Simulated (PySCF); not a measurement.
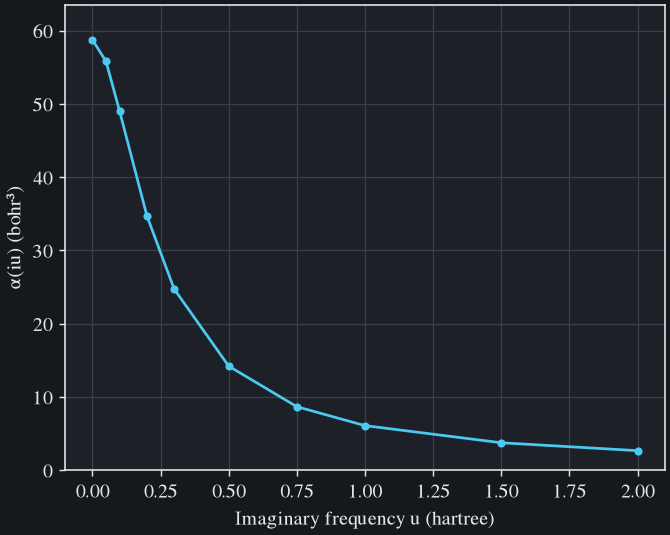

*Dipole polarisability at imaginary frequency of neutral lead ([Xe] 4f¹⁴ 5d¹⁰ 6s² 6p²). Coupled response at the LC-wPBE level; PySCF, aug-cc-pwCVDZ-PP with a 60-electron core potential, unrestricted single determinants, no spin-orbit coupling.*

The static dipole polarisability is 58.7 bohr³ (the recommended value is 47.0); α(iu) falls to half of it near u = 0.25 hartree. The Casimir–Polder integral gives C₆ = 674 hartree bohr⁶ for two such species.

Pb: atomic calculation

System: Pb, configuration 1s2 2s2 2p6 3s2 3p6 3d10 4s2 4p6 4d10 4f14 5s2 5p6 5d10 6s2 6p2, multiplicity 3.
Method: unrestricted LC-wPBE, aug-cc-pwCVDZ-PP with ECP60, scalar-relativistic core potential (PySCF).

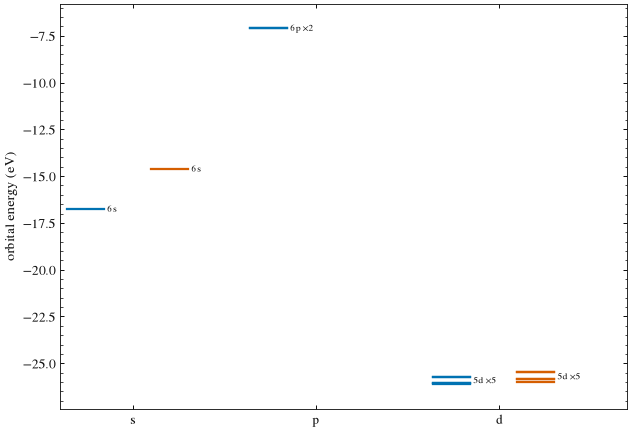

*Orbital energies of the mean field, from the top down to −26.1 eV, by angular momentum, α spin at the left of each column and β at the right; ×n counts the orbitals under one label.*

The highest filled orbital is 6p α at −7.11 eV, the lowest empty one p α at −0.954 eV.

Input and output of the run follow.

### The input
```python
from pyscf import gto, scf, dft, mp, cc
mol = gto.M(atom="Pb 0 0 0", charge=0, spin=2, symmetry="D2h",
            basis="aug-cc-pwCVDZ-PP",
            ecp="aug-cc-pwCVDZ-PP")
mf = dft.UKS(mol, xc="LC_WPBE")
mf.irrep_nelec = {'Ag': (4, 4), 'B1g': (1, 1), 'B2g': (1, 1), 'B3g': (1, 1), 'B1u': (2, 1), 'B2u': (2, 1), 'B3u': (1, 1)}
mf.kernel()
```

The script is an equivalent of what the driver set up; the driver started from orbitals of its own, so the log can be shorter than this script's would be, and it computed the properties (radii, ⟨L²⟩, response) afterwards. It held the occupations shell by shell, which the script's counts by irreducible representation don't always enforce.

### Output (extracts)
```
damping factor = 0
level_shift factor = 0
DIIS = <class 'pyscf.scf.diis.CDIIS'>
diis_start_cycle = 1
diis_space = 10
diis_damp = 0
SCF conv_tol = 1e-09
SCF conv_tol_grad = None
number electrons alpha = 12  beta = 10
XC functionals = LC_WPBE
    O. A. Vydrov and G. E. Scuseria.,  J. Chem. Phys. 125, 234109 (2006)
cycle= 1 E= -192.861318221367  delta_E= -0.00882  |g|= 0.0201  |ddm|= 0.635
cycle= 2 E= -192.861701023795  delta_E= -0.000383  |g|= 0.00482  |ddm|= 0.106
cycle= 3 E= -192.861733081375  delta_E= -3.21e-05  |g|= 0.000828  |ddm|= 0.0325
cycle= 4 E= -192.861733880543  delta_E= -7.99e-07  |g|= 0.000405  |ddm|= 0.00562
cycle= 5 E= -192.861733970328  delta_E= -8.98e-08  |g|= 5.57e-05  |ddm|= 0.00179
cycle= 6 E= -192.861733977969  delta_E= -7.64e-09  |g|= 4.91e-06  |ddm|= 0.000553
cycle= 7 E= -192.861733978045  delta_E= -7.56e-11  |g|= 6.35e-07  |ddm|= 3.92e-05
converged SCF energy = -192.861733978045  <S^2> = 2.0069683  2S+1 = 3.0046419
```

### Key numbers

| quantity | value |
| --- | --- |
| outcome | converged |
| total energy (valence electrons, under a core potential) | −192.861734 hartree |
| ⟨S²⟩ | 2.007 |
| ⟨L²⟩ | 2.01 |
| static polarisability | 58.7 bohr³ |
| C₆ of the like pair | 674 hartree bohr⁶ |
| SCF iterations | 7 |
| hardware | 1 CPU thread, shared host |
| CPU time | 20 s (integrals apart) |

### Notes

Limits: close to jj coupling, the high-spin determinant is a model state.
